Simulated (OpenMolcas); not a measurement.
Run report: Tc⁴⁺ complex, multiconfigurational calculation (part 2 of 2)

Continued. System: Tc⁴⁺ with 6 ligands (Br; octahedron, 2.765 Å), embedded in Cs2NaYBr6 by model potentials and point charges, whose field is part of the energies. Method: state-averaged CASSCF, active space 3 electrons in the shell 4d, basis ANO-RCC-VTZP on the metal and ANO-RCC-VDZP on the ligands, DKH2 scalar Hamiltonian, spin-orbit coupling by RASSI with atomic mean-field integrals (OpenMolcas).

**Log (extracts), continued**
```
--- RASSI ---
SPIN-FREE ENERGIES:
  (Shifted by EMIN (a.u.) =     -19909.1681492101)

 SF State       Relative EMIN(au)   Rel lowest level(eV)    D:o, cm**(-1)

     1             0.0000000000        0.0000000000              0.0000
    11             0.0668596235        1.8193430398          14673.9912
    12             0.0668596235        1.8193430398          14673.9912
    13             0.0697774253        1.8987404708          15314.3747
    14             0.0697774253        1.8987404708          15314.3747
    15             0.0697774253        1.8987404708          15314.3747
     2             0.0741189760        2.0168800831          16267.2349
     3             0.0741189760        2.0168800831          16267.2349
     4             0.0741189760        2.0168800831          16267.2349
    16             0.0995033137        2.7076231008          21838.4531
    17             0.0995033137        2.7076231008          21838.4531
    18             0.0995033137        2.7076231008          21838.4531
     5             0.1020305327        2.7763922341          22393.1136
     6             0.1020305327        2.7763922341          22393.1136
     7             0.1020305327        2.7763922341          22393.1136
    19             0.1251610152        3.4058047279          27469.6677
    20             0.1251610152        3.4058047279          27469.6677
    21             0.1251610152        3.4058047279          27469.6677
    22             0.1256031636        3.4178361973          27566.7080
    23             0.1336229176        3.6360648214          29326.8406
    24             0.1336229176        3.6360648214          29326.8406
    25             0.1336229176        3.6360648214          29326.8406
    26             0.1429659088        3.8903005641          31377.3901
    27             0.1429659088        3.8903005641          31377.3901
    28             0.1464500036        3.9851076137          32142.0606
    29             0.1464500036        3.9851076137          32142.0606
    30             0.1464500036        3.9851076137          32142.0606
    31             0.1730538529        4.7090352329          37980.9306
    32             0.1730538534        4.7090352466          37980.9307
    33             0.1730538534        4.7090352466          37980.9307
    10             0.1754994628        4.7755836683          38517.6799
     9             0.1754994628        4.7755836683          38517.6799
     8             0.1754994628        4.7755836683          38517.6799
    34             0.1788544404        4.8668772600          39254.0124
    35             0.2081779496        5.6648105955          45689.7788
    36             0.2081779496        5.6648105955          45689.7788
    37             0.2081779496        5.6648105955          45689.7788
    38             0.2108230314        5.7367869373          46270.3071
    39             0.2108230314        5.7367869373          46270.3071
    40             0.2108230324        5.7367869647          46270.3073
Eigenvalues of complex Hamiltonian:
   -----------------------------------
  (Shifted by EMIN (a.u.) =     -19909.1681492101)

 SO State       Relative EMIN(au)   Rel lowest level(eV)    D:o, cm**(-1)

     1            -0.0004275637        0.0000000000              0.0000
     2            -0.0004275637        0.0000000001              0.0000
     3            -0.0004275637        0.0000000001              0.0000
     4            -0.0004275637        0.0000000000              0.0000
     5             0.0653236396        1.7891813886          14430.7211
     6             0.0653236396        1.7891813886          14430.7211
     7             0.0653236396        1.7891813878          14430.7211
     8             0.0653236396        1.7891813878          14430.7211
     9             0.0685655058        1.8773970628          15142.2285
    10             0.0685655058        1.8773970628          15142.2285
    11             0.0685655057        1.8773970603          15142.2285
    12             0.0685655057        1.8773970603          15142.2285
    13             0.0694606088        1.9017540555          15338.6809
    14             0.0694606088        1.9017540555          15338.6809
    15             0.0720015119        1.9708955516          15896.3447
    16             0.0720015119        1.9708955516          15896.3447
    17             0.0731180578        2.0012783144          16141.3982
    18             0.0731180578        2.0012783144          16141.3982
    19             0.0731180578        2.0012783138          16141.3982
    20             0.0731180578        2.0012783138          16141.3982
    21             0.0755738564        2.0681039971          16680.3837
    22             0.0755738564        2.0681039971          16680.3837
    23             0.0756276317        2.0695672970          16692.1860
    24             0.0756276317        2.0695672970          16692.1860
    25             0.0756276316        2.0695672958          16692.1860
    26             0.0756276316        2.0695672958          16692.1860
    27             0.0976087008        2.6677026589          21516.4730
    28             0.0976087008        2.6677026589          21516.4730
    29             0.0985944584        2.6945264907          21732.8218
    30             0.0985944584        2.6945264907          21732.8218
    31             0.0985944585        2.6945264935          21732.8218
    32             0.0985944585        2.6945264935          21732.8218
    33             0.1010397314        2.7610657576          22269.4972
    34             0.1010397314        2.7610657576          22269.4972
    35             0.1021352773        2.7908770820          22509.9417
    36             0.1021352774        2.7908770825          22509.9417
    37             0.1021352773        2.7908770820          22509.9417
    38             0.1021352774        2.7908770825          22509.9417
    39             0.1037634302        2.8351813789          22867.2800
    40             0.1037634302        2.8351813789          22867.2800
    41             0.1037634302        2.8351813779          22867.2800
Weights of the five most important spin-orbit-free states for each spin-orbit state.

 SO State  Total energy (au)           Spin-free states, spin, and weights
 -------------------------------------------------------------------------------------------------------
    1        -0.000428       1 1.5  0.9951   16 0.5  0.0015    3 1.5  0.0010    2 1.5  0.0010   18 0.5  0.0006
    2        -0.000428       1 1.5  0.9951   17 0.5  0.0013    4 1.5  0.0012   18 0.5  0.0010    2 1.5  0.0005
    3        -0.000428       1 1.5  0.9951   17 0.5  0.0015    4 1.5  0.0011   18 0.5  0.0007    2 1.5  0.0007
    4        -0.000428       1 1.5  0.9951   16 0.5  0.0014    3 1.5  0.0011   18 0.5  0.0009    2 1.5  0.0008
    5         0.065324      12 0.5  0.5263   11 0.5  0.3466    4 1.5  0.0482    2 1.5  0.0354    3 1.5  0.0292
    6         0.065324      12 0.5  0.5263   11 0.5  0.3466    4 1.5  0.0482    2 1.5  0.0354    3 1.5  0.0292
    7         0.065324      11 0.5  0.5263   12 0.5  0.3466    3 1.5  0.0460    2 1.5  0.0398    4 1.5  0.0271
    8         0.065324      11 0.5  0.5263   12 0.5  0.3466    3 1.5  0.0460    2 1.5  0.0398    4 1.5  0.0271
    9         0.068566      15 0.5  0.4721   13 0.5  0.2688   14 0.5  0.2105   11 0.5  0.0093   18 0.5  0.0073
   10         0.068566      15 0.5  0.4721   13 0.5  0.2688   14 0.5  0.2105   11 0.5  0.0093   18 0.5  0.0073
   11         0.068566      14 0.5  0.4237   13 0.5  0.3655   15 0.5  0.1622   12 0.5  0.0093   16 0.5  0.0081
   12         0.068566      14 0.5  0.4237   13 0.5  0.3655   15 0.5  0.1622   12 0.5  0.0093   16 0.5  0.0081
```

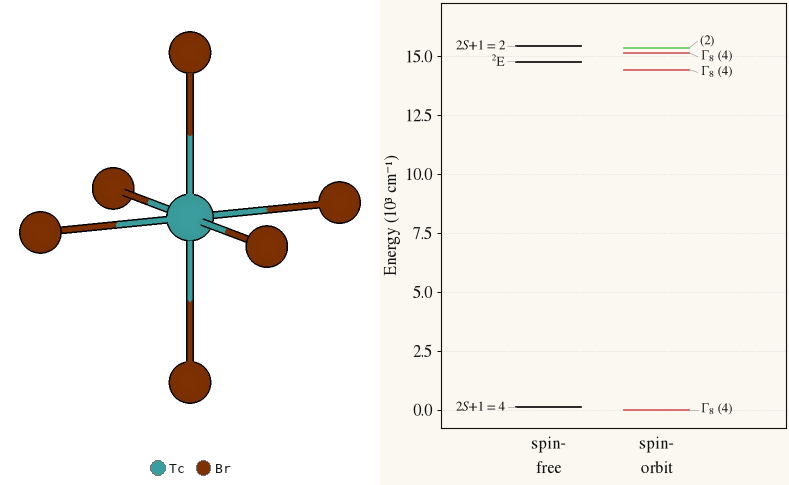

Tc⁴⁺ (4d³) as a dopant in Cs₂NaYBr₆, a cluster with its 6 nearest Br⁻ at 2.765 Å (octahedron) embedded in model potentials and point charges; the geometry was set, not optimised, and its levels. Labels give the representation in O, Td, D4 or D3 as the site allows (double group for half-integer spin) where it could be assigned and, in brackets, the degeneracy; spin-free states, where drawn, share the zero of the spin-orbit levels. The ground level is Γ₈, 4-fold degenerate, 100 % from states of spin multiplicity 4. The next level lies at 14,400 cm⁻¹ (Γ₈). The active orbitals hold 66 to 93 % metal character (Löwdin), and the Mulliken charge of the metal is +0.47.

**Summary**

| quantity | value |
| --- | --- |
| outcome | converged |
| energy of the lowest spin-free term | −19909.16815 hartree |
| energy of the lowest spin-orbit level | −19909.16858 hartree |
| largest spread among components of a term | 0.0 cm⁻¹ |
| hardware | 1 thread of Arm Neoverse V1, 24 GiB of memory available, shared host |
| wall time | 2.6 min |
| peak memory | 0.4 GiB |

**Remarks**

Without dynamic correlation the splittings between terms come out too large, often by 20 to 50 %. Limits: covalent bonds, ligand orbitals missing from the active space; the geometry is set by hand, with no relaxation.
